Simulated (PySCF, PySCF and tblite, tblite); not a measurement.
# 2-chloro-2,3-dimethylbutane (C6H13Cl): a path driven as rotation about a bond, and NMR exchange, part 2 of 2

PySCF and tblite. Atoms count from 0. The steps go on from the part before.

## (9) The path in numbers

The job: settings as JSON, then the geometry in Å.

```
{"job": {"smiles": "CC(C)C(C)(C)Cl", "charge": 0, "mult": 1, "motion": "rotation", "what": "crowded single bond", "atoms": [1, 3], "drives": [{"terms": [["t", [0, 1, 3, 4], 0.1111111111111111], ["t", [0, 1, 3, 5], 0.1111111111111111], ["t", [0, 1, 3, 6], 0.1111111111111111], ["t", [2, 1, 3, 4], 0.1111111111111111], ["t", [2, 1, 3, 5], 0.1111111111111111], ["t", [2, 1, 3, 6], 0.1111111111111111], ["t", [10, 1, 3, 4], 0.1111111111111111], ["t", [10, 1, 3, 5], 0.1111111111111111], ["t", [10, 1, 3, 6], 0.1111111111111111]], "by": -120, "n": 8}], "study": "path", "level": {"kind": "nmr", "xc": "BP86", "basis": "pcSseg-1"}, "fields": [250, 700, 900], "first": 3, "seed": 114, "kind": "path"}, "charge": 0, "multiplicity": 1}
C     -1.460841     0.531082    -1.253220
C     -0.633204     0.626097     0.028921
C     -1.334432    -0.152129     1.143754
C      0.826149     0.174550    -0.176843
C      0.971188    -1.204802    -0.802228
C      1.643107     0.268848     1.106213
Cl     1.574418     1.355773    -1.334869
H     -0.941348     0.998612    -2.085332
H     -1.669624    -0.505855    -1.504679
H     -2.410392     1.042898    -1.114922
H     -0.594149     1.680133     0.327778
H     -2.363064     0.191269     1.225546
H     -1.352439    -1.216918     0.925808
H     -0.852497     0.001776     2.104709
H      0.501413    -1.952602    -0.167540
H      0.515051    -1.239124    -1.787179
H      2.024788    -1.454547    -0.905320
H      1.350782    -0.519138     1.795896
H      1.498626     1.233797     1.586739
H      2.701320     0.150958     0.883732
```

The program printed:

```text
stationary points (kcal/mol above the start)
  n  kind          group   xTB      DFT    lowest mode
  0  minimum      C1       0.00     0.00      75.4
  1  saddle       C1       4.81     7.04     -82.0
  2  minimum      Cs       0.18    -0.09      68.0

GFN2-xTB energies: T/K, barrier G, reaction G (kcal/mol), k forward, k back (1/s)
 150.00     5.27     0.06   6.46e+04   1.59e+05
 200.00     5.44     0.05   4.74e+06   1.06e+07
 250.00     5.63     0.03   6.28e+07   1.34e+08
 298.15     5.82     0.02   3.35e+08   6.91e+08
 350.00     6.05     0.01   1.22e+09   2.46e+09
 400.00     6.27    -0.01   3.11e+09   6.18e+09
 500.00     6.75    -0.02   1.17e+10   2.27e+10

BP86/pcSseg-1 + D3(BJ) energies: T/K, barrier G, reaction G (kcal/mol), k forward, k back (1/s)
 150.00     7.51    -0.21       36.1       35.9
 200.00     7.67    -0.22   1.72e+04   1.96e+04
 250.00     7.86    -0.24   7.02e+05   8.68e+05
 298.15     8.06    -0.25   7.74e+06   1.01e+07
 350.00     8.28    -0.26   4.93e+07   6.75e+07
 400.00     8.51    -0.27   1.88e+08   2.65e+08
 500.00     8.98    -0.29   1.23e+09   1.83e+09
```

Wall time 1.9 min (1 thread of Intel Xeon 6975P-C, shared host); peak memory 0.73 GiB. This counts the whole study up to here.

Barriers by level (kcal/mol; entropies in cal/(mol K)). Zero-point and thermal terms come from xTB in every row. ΔG‡ leaves symmetry out; the rate counts one path; effective ΔG‡, where given, is the barrier that would give that rate by Eyring's equation alone:

| level | ΔE‡ | with zero-point | ΔH‡ | ΔS‡ | ΔG‡ (298 K) | ΔE of reaction | k at 298 K (1/s) | effective ΔG‡ |
| --- | --- | --- | --- | --- | --- | --- | --- | --- |
| GFN2-xTB | 4.81 | 5.03 | 4.32 | -5.0 | 5.82 | 0.18 | 3.4e+08 | 5.82 |
| BP86/pcSseg-1 + D3(BJ) | 7.04 | 7.26 | 6.55 | -5.0 | 8.06 | -0.09 | 7.7e+06 | 8.06 |

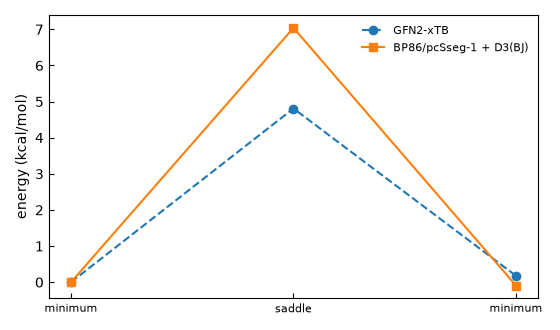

The xTB stationary points, at both levels.

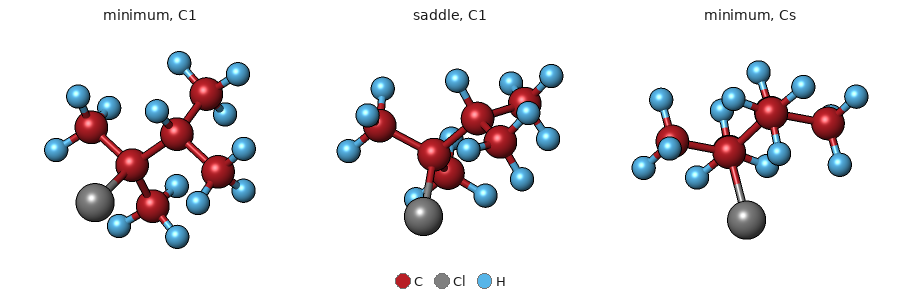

The stationary points in order.

Sites that the driver pairs across this motion, and where their lines would merge (no couplings; faster rotations or exchange between molecules can average them sooner):

```csv
nucleus,sites: shielding (ppm),proton frequency (MHz),spread (Hz),coalescence (K),lines at 298 K
¹³C,"C4: 155.5; C5: 146.0; C4, C5 (end): 146.3",900,2159,186,1
¹³C,C1: 134.4; C1 (end): 136.5,900,466,173,–
¹H,H10: 29.65; H10 (end): 30.04,900,343,170,–
¹³C,"C0: 160.5; C2: 161.8; C0, C2 (end): 161.4",900,307,168,1
¹H,"H7, H8, H9: 30.42; H11, H12, H13: 30.73; H7, H8, H9 and 3 more (end): 30.50",900,278,167,1
¹H,"H14, H15, H16: 30.26; H17, H18, H19: 30.04; H14, H15, H16 and 3 more (end): 30.08",900,198,165,1
¹³C,C3: 100.9; C3 (end): 101.4,900,107,162,–
```

Rows that set an atom against itself at the end compare its shielding in the two forms.

## (10) Shieldings, start: BHandHLYP/pcSseg-1

The job: settings as JSON, then the geometry in Å.

```
{"job": {"kind": "nmr", "xc": "BHandHLYP", "basis": "pcSseg-1", "pop": false}, "charge": 0, "multiplicity": 1}
C     -1.460841     0.531082    -1.253220
C     -0.633204     0.626097     0.028921
C     -1.334432    -0.152129     1.143754
C      0.826149     0.174550    -0.176843
C      0.971188    -1.204802    -0.802228
C      1.643107     0.268848     1.106213
Cl     1.574418     1.355773    -1.334869
H     -0.941348     0.998612    -2.085332
H     -1.669624    -0.505855    -1.504679
H     -2.410392     1.042898    -1.114922
H     -0.594149     1.680133     0.327778
H     -2.363064     0.191269     1.225546
H     -1.352439    -1.216918     0.925808
H     -0.852497     0.001776     2.104709
H      0.501413    -1.952602    -0.167540
H      0.515051    -1.239124    -1.787179
H      2.024788    -1.454547    -0.905320
H      1.350782    -0.519138     1.795896
H      1.498626     1.233797     1.586739
H      2.701320     0.150958     0.883732
```

The program printed:

```text
coarse grid: 16200 points
cycle   1  E = -696.3827198815  dE =  7.518e-01  |g| = 4.116e-01  |ddm| = 3.661e+00
cycle   2  E = -696.4073295064  dE = -2.461e-02  |g| = 3.331e-01  |ddm| = 6.759e-01
cycle   3  E = -696.4315079262  dE = -2.418e-02  |g| = 5.394e-02  |ddm| = 3.203e-01
cycle   4  E = -696.4320567420  dE = -5.488e-04  |g| = 2.995e-02  |ddm| = 8.284e-02
cycle   5  E = -696.4322843095  dE = -2.276e-04  |g| = 3.047e-03  |ddm| = 3.453e-02
cycle   6  E = -696.4322868667  dE = -2.557e-06  |g| = 1.238e-03  |ddm| = 5.451e-03
final grid: 148832 points
cycle   7  E = -696.4686256373  dE = -2.812e-05  |g| = 4.460e-03  |ddm| = 2.016e-02
cycle   8  E = -696.4686263860  dE = -7.487e-07  |g| = 4.143e-03  |ddm| = 7.972e-03
cycle   9  E = -696.4686306729  dE = -4.287e-06  |g| = 4.120e-04  |ddm| = 4.275e-03
cycle  10  E = -696.4686307085  dE = -3.562e-08  |g| = 1.730e-04  |ddm| = 5.822e-04
cycle  11  E = -696.4686307157  dE = -7.203e-09  |g| = 2.524e-05  |ddm| = 1.795e-04
cycle  12  E = -696.4686307159  dE = -1.660e-10  |g| = 6.809e-06  |ddm| = 4.143e-05
converged SCF energy = -696.4686307159

GIAO shielding tensors (ppm)
atom      isotropic    diamagn.    paramagn.     s11        s22        s33       span
  0 C      165.740     246.144     -80.404    151.993    159.722    185.505     33.511
  1 C      142.662     245.424    -102.762    127.882    139.353    160.751     32.869
  2 C      167.195     246.977     -79.782    154.816    159.978    186.790     31.974
  3 C      111.467     244.335    -132.868     82.570     97.040    154.790     72.219
  4 C      160.279     246.653     -86.374    142.820    153.553    184.464     41.643
  5 C      151.486     246.406     -94.920    135.954    138.157    180.347     44.393
  6 Cl     709.389    1149.186    -439.797    503.441    576.491   1048.235    544.794
  7 H       29.900      30.456      -0.556     23.729     31.041     34.930     11.201
  8 H       31.147      31.116       0.031     27.390     29.715     36.336      8.945
  9 H       30.934      29.873       1.061     26.460     28.028     38.315     11.855
 10 H       30.112      32.898      -2.786     26.953     29.277     34.106      7.153
 11 H       30.920      30.248       0.672     26.069     28.559     38.131     12.062
 12 H       31.248      31.591      -0.344     27.103     30.253     36.387      9.284
 13 H       30.735      31.310      -0.575     25.200     29.951     37.053     11.854
 14 H       30.783      31.482      -0.699     25.877     29.214     37.259     11.382
 15 H       30.338      31.008      -0.670     26.165     29.245     35.604      9.439
 16 H       30.443      30.612      -0.169     26.641     28.430     36.257      9.617
 17 H       30.494      31.287      -0.793     25.877     28.961     36.642     10.765
 18 H       30.312      30.817      -0.505     27.032     27.681     36.224      9.192
 19 H       30.154      30.557      -0.404     26.093     28.341     36.028      9.936
```

Run time: 24 s. Hardware: 1 thread of Intel Xeon 6975P-C, shared host; peak memory 0.89 GiB.

This run: HOMO -9.40 eV, LUMO 1.90 eV; dipole 2.29 D.

## (11) Single-point energy, saddle of leg 1: BHandHLYP/pcSseg-1

The job: settings as JSON, then the geometry in Å.

```
{"job": {"kind": "sp", "xc": "BHandHLYP", "basis": "pcSseg-1", "pop": false}, "charge": 0, "multiplicity": 1}
C     -1.370772     1.181141    -1.001718
C     -0.664050     0.441257     0.135183
C     -1.567896    -0.700878     0.604998
C      0.792453    -0.004670    -0.199546
C      1.040661    -1.506977    -0.122523
C      1.780552     0.729114     0.702507
Cl     1.241837     0.452660    -1.896338
H     -0.807637     2.056878    -1.312400
H     -1.505840     0.531104    -1.862518
H     -2.350848     1.510050    -0.662213
H     -0.581911     1.146986     0.969875
H     -2.534345    -0.290291     0.889308
H     -1.732818    -1.426367    -0.186574
H     -1.156074    -1.210062     1.471652
H      0.891380    -1.869010     0.891353
H      0.383620    -2.049908    -0.795746
H      2.068560    -1.717419    -0.410679
H      1.595418     0.462720     1.741750
H      1.674173     1.806067     0.592113
H      2.803539     0.457607     0.451513
```

The program printed:

```text
coarse grid: 16200 points
cycle   1  E = -696.3701904035  dE =  7.452e-01  |g| = 4.189e-01  |ddm| = 3.691e+00
cycle   2  E = -696.3939805284  dE = -2.379e-02  |g| = 3.483e-01  |ddm| = 6.938e-01
cycle   3  E = -696.4205819689  dE = -2.660e-02  |g| = 5.447e-02  |ddm| = 3.360e-01
cycle   4  E = -696.4211437257  dE = -5.618e-04  |g| = 3.055e-02  |ddm| = 8.325e-02
cycle   5  E = -696.4213819032  dE = -2.382e-04  |g| = 2.905e-03  |ddm| = 3.541e-02
cycle   6  E = -696.4213842570  dE = -2.354e-06  |g| = 1.130e-03  |ddm| = 5.150e-03
final grid: 148832 points
cycle   7  E = -696.4570002221  dE = -2.760e-05  |g| = 4.312e-03  |ddm| = 2.146e-02
cycle   8  E = -696.4570010562  dE = -8.341e-07  |g| = 3.913e-03  |ddm| = 7.708e-03
cycle   9  E = -696.4570049015  dE = -3.845e-06  |g| = 3.910e-04  |ddm| = 4.041e-03
cycle  10  E = -696.4570049334  dE = -3.186e-08  |g| = 1.721e-04  |ddm| = 5.882e-04
cycle  11  E = -696.4570049406  dE = -7.181e-09  |g| = 1.923e-05  |ddm| = 1.645e-04
cycle  12  E = -696.4570049407  dE = -1.041e-10  |g| = 7.148e-06  |ddm| = 3.379e-05
converged SCF energy = -696.4570049407
```

Run time: 12 s. Hardware: 1 thread of Intel Xeon 6975P-C, shared host; peak memory 0.66 GiB.

This run: HOMO -9.33 eV, LUMO 1.93 eV; dipole 2.24 D.

## (12) Shieldings, end: BHandHLYP/pcSseg-1

The job: settings as JSON, then the geometry in Å.

```
{"job": {"kind": "nmr", "xc": "BHandHLYP", "basis": "pcSseg-1", "pop": false}, "charge": 0, "multiplicity": 1}
C     -1.176400     1.504461    -0.416142
C     -0.710501     0.209820     0.251452
C     -1.737723    -0.892173    -0.012366
C      0.712337    -0.196592    -0.182764
C      1.168289    -1.489086     0.486056
C      1.731329     0.907032     0.081167
Cl     0.718752    -0.498359    -1.965215
H     -0.570193     2.352729    -0.111327
H     -1.130408     1.409801    -1.497983
H     -2.206138     1.711775    -0.134732
H     -0.660595     0.380419     1.334069
H     -2.732760    -0.532988     0.239348
H     -1.731068    -1.172144    -1.062666
H     -1.540592    -1.775361     0.588547
H      1.104312    -1.385193     1.567675
H      0.557633    -2.331523     0.175406
H      2.200457    -1.704463     0.218430
H      1.708232     1.185156     1.133237
H      1.526915     1.786901    -0.521520
H      2.731968     0.557229    -0.163281
```

The program printed:

```text
coarse grid: 16200 points
cycle   1  E = -696.3829341622  dE =  7.572e-01  |g| = 4.140e-01  |ddm| = 3.656e+00
cycle   2  E = -696.4074867351  dE = -2.455e-02  |g| = 3.353e-01  |ddm| = 6.696e-01
cycle   3  E = -696.4322377318  dE = -2.475e-02  |g| = 5.316e-02  |ddm| = 3.177e-01
cycle   4  E = -696.4327612069  dE = -5.235e-04  |g| = 3.008e-02  |ddm| = 7.902e-02
cycle   5  E = -696.4329908569  dE = -2.296e-04  |g| = 2.785e-03  |ddm| = 3.355e-02
cycle   6  E = -696.4329929571  dE = -2.100e-06  |g| = 1.045e-03  |ddm| = 4.787e-03
final grid: 148832 points
cycle   7  E = -696.4685065520  dE = -2.748e-05  |g| = 4.367e-03  |ddm| = 2.073e-02
cycle   8  E = -696.4685073906  dE = -8.386e-07  |g| = 3.962e-03  |ddm| = 7.717e-03
cycle   9  E = -696.4685113483  dE = -3.958e-06  |g| = 4.079e-04  |ddm| = 4.019e-03
cycle  10  E = -696.4685113837  dE = -3.538e-08  |g| = 1.598e-04  |ddm| = 5.751e-04
cycle  11  E = -696.4685113897  dE = -6.069e-09  |g| = 1.859e-05  |ddm| = 1.412e-04
cycle  12  E = -696.4685113898  dE = -9.004e-11  |g| = 7.202e-06  |ddm| = 2.932e-05
converged SCF energy = -696.4685113898

GIAO shielding tensors (ppm)
atom      isotropic    diamagn.    paramagn.     s11        s22        s33       span
  0 C      166.646     246.078     -79.432    149.640    163.469    186.828     37.188
  1 C      144.685     245.537    -100.852    131.646    140.750    161.659     30.012
  2 C      166.647     246.083     -79.437    149.652    163.460    186.828     37.176
  3 C      112.056     245.355    -133.300     81.518    101.205    153.444     71.926
  4 C      151.826     246.349     -94.523    132.050    140.925    182.503     50.453
  5 C      151.836     246.326     -94.490    132.040    140.929    182.538     50.498
  6 Cl     791.121    1149.553    -358.432    605.815    710.914   1056.635    450.820
  7 H       30.670      31.059      -0.389     25.009     29.674     37.327     12.318
  8 H       30.364      30.742      -0.378     25.504     31.204     34.385      8.881
  9 H       31.181      30.250       0.931     26.128     28.907     38.507     12.379
 10 H       30.529      33.530      -3.002     27.827     28.161     35.598      7.771
 11 H       31.183      30.253       0.929     26.125     28.919     38.504     12.379
 12 H       30.359      30.742      -0.383     25.492     31.215     34.371      8.880
 13 H       30.668      31.058      -0.389     25.015     29.657     37.333     12.317
 14 H       30.830      31.128      -0.298     26.834     27.771     37.885     11.051
 15 H       29.968      31.123      -1.155     25.627     29.071     35.204      9.577
 16 H       30.281      30.743      -0.462     26.477     28.133     36.233      9.756
 17 H       30.830      31.120      -0.290     26.832     27.767     37.893     11.061
 18 H       29.967      31.115      -1.148     25.639     29.050     35.213      9.573
 19 H       30.279      30.740      -0.460     26.477     28.134     36.227      9.750
```

Wall time 24 s (1 thread of Intel Xeon 6975P-C, shared host); peak memory 0.87 GiB.

Key values: HOMO -9.44 eV, LUMO 1.95 eV; dipole 2.19 D.

## (13) Second level: BHandHLYP/pcSseg-1 + D3(BJ)

The job: settings as JSON, then the geometry in Å.

```
{"job": {"smiles": "CC(C)C(C)(C)Cl", "charge": 0, "mult": 1, "motion": "rotation", "what": "crowded single bond", "atoms": [1, 3], "drives": [{"terms": [["t", [0, 1, 3, 4], 0.1111111111111111], ["t", [0, 1, 3, 5], 0.1111111111111111], ["t", [0, 1, 3, 6], 0.1111111111111111], ["t", [2, 1, 3, 4], 0.1111111111111111], ["t", [2, 1, 3, 5], 0.1111111111111111], ["t", [2, 1, 3, 6], 0.1111111111111111], ["t", [10, 1, 3, 4], 0.1111111111111111], ["t", [10, 1, 3, 5], 0.1111111111111111], ["t", [10, 1, 3, 6], 0.1111111111111111]], "by": -120, "n": 8}], "study": "path", "level": {"kind": "nmr", "xc": "BHandHLYP", "basis": "pcSseg-1", "wide": true}, "fields": [250, 700, 900], "first": 3, "seed": 114, "kind": "pathvar"}, "charge": 0, "multiplicity": 1}
C     -1.460841     0.531082    -1.253220
C     -0.633204     0.626097     0.028921
C     -1.334432    -0.152129     1.143754
C      0.826149     0.174550    -0.176843
C      0.971188    -1.204802    -0.802228
C      1.643107     0.268848     1.106213
Cl     1.574418     1.355773    -1.334869
H     -0.941348     0.998612    -2.085332
H     -1.669624    -0.505855    -1.504679
H     -2.410392     1.042898    -1.114922
H     -0.594149     1.680133     0.327778
H     -2.363064     0.191269     1.225546
H     -1.352439    -1.216918     0.925808
H     -0.852497     0.001776     2.104709
H      0.501413    -1.952602    -0.167540
H      0.515051    -1.239124    -1.787179
H      2.024788    -1.454547    -0.905320
H      1.350782    -0.519138     1.795896
H      1.498626     1.233797     1.586739
H      2.701320     0.150958     0.883732
```

The program printed:

```text
stationary points (kcal/mol above the start)
  n  kind          group   xTB      DFT    lowest mode
  0  minimum      C1       0.00     0.00      75.4
  1  saddle       C1       4.81     7.50     -82.0
  2  minimum      Cs       0.18    -0.01      68.0

GFN2-xTB energies: T/K, barrier G, reaction G (kcal/mol), k forward, k back (1/s)
 150.00     5.27     0.06   6.46e+04   1.59e+05
 200.00     5.44     0.05   4.74e+06   1.06e+07
 250.00     5.63     0.03   6.28e+07   1.34e+08
 298.15     5.82     0.02   3.35e+08   6.91e+08
 350.00     6.05     0.01   1.22e+09   2.46e+09
 400.00     6.27    -0.01   3.11e+09   6.18e+09
 500.00     6.75    -0.02   1.17e+10   2.27e+10

BP86/pcSseg-1 + D3(BJ) energies: T/K, barrier G, reaction G (kcal/mol), k forward, k back (1/s)
 150.00     7.51    -0.21       36.1       35.9
 200.00     7.67    -0.22   1.72e+04   1.96e+04
 250.00     7.86    -0.24   7.02e+05   8.68e+05
 298.15     8.06    -0.25   7.74e+06   1.01e+07
 350.00     8.28    -0.26   4.93e+07   6.75e+07
 400.00     8.51    -0.27   1.88e+08   2.65e+08
 500.00     8.98    -0.29   1.23e+09   1.83e+09

BHandHLYP/pcSseg-1 + D3(BJ) energies: T/K, barrier G, reaction G (kcal/mol), k forward, k back (1/s)
 150.00     7.97    -0.12       7.69       10.1
 200.00     8.13    -0.14   5.41e+03    7.6e+03
 250.00     8.32    -0.15   2.78e+05   4.06e+05
 298.15     8.52    -0.17   3.55e+06   5.36e+06
 350.00     8.74    -0.18   2.54e+07   3.92e+07
 400.00     8.97    -0.19   1.05e+08   1.65e+08
 500.00     9.45    -0.21   7.75e+08   1.25e+09
```

Run time: 2.9 min. Hardware: 1 thread of Intel Xeon 6975P-C, shared host; peak memory 0.89 GiB. This counts the runs that the step sums up.

Barriers by level (kcal/mol; entropies in cal/(mol K)). Zero-point and thermal terms come from xTB in every row. ΔG‡ leaves symmetry out; the rate counts one path; effective ΔG‡, where given, is the barrier that would give that rate by Eyring's equation alone:

```csv
level,ΔE‡,with zero-point,ΔH‡,ΔS‡,ΔG‡ (298 K),ΔE of reaction,k at 298 K (1/s),effective ΔG‡
GFN2-xTB,4.81,5.03,4.32,-5.0,5.82,0.18,3.4e+08,5.82
BP86/pcSseg-1 + D3(BJ),7.04,7.26,6.55,-5.0,8.06,-0.09,7.7e+06,8.06
BHandHLYP/pcSseg-1 + D3(BJ),7.50,7.72,7.02,-5.0,8.52,-0.01,3.6e+06,8.52
```

## (14) Outcome

What follows sums up all 2 parts.

| quantity | value |
| --- | --- |
| barrier (BP86/pcSseg-1 + D3(BJ)) | ΔE‡ 7.0, ΔG‡(298 K) 8.1 kcal/mol |
| barrier (GFN2-xTB) | ΔE‡ 4.8 kcal/mol |
| rate at 298 K | 7.7e+06 s⁻¹ |
| end of the path | -0.1 kcal/mol from the start |
| coalescence of ¹³C C4 | 186 K at 900 MHz |

The barrier is 7.0 kcal/mol at the DFT level (xTB: 4.8); with thermal terms and the count of paths the DFT value gives a rate of 7.7e+06 s⁻¹ at 298 K. An error of 1.4 kcal/mol changes that rate tenfold. The ¹³C lines of C4 and its partners, 2159 Hz apart at 900 MHz, merge at 186 K, so by this path alone the exchange at 298 K is fast for them; other paths were not followed. BHandHLYP/pcSseg-1 + D3(BJ) moves the barrier from 7.0 to 7.5 kcal/mol.
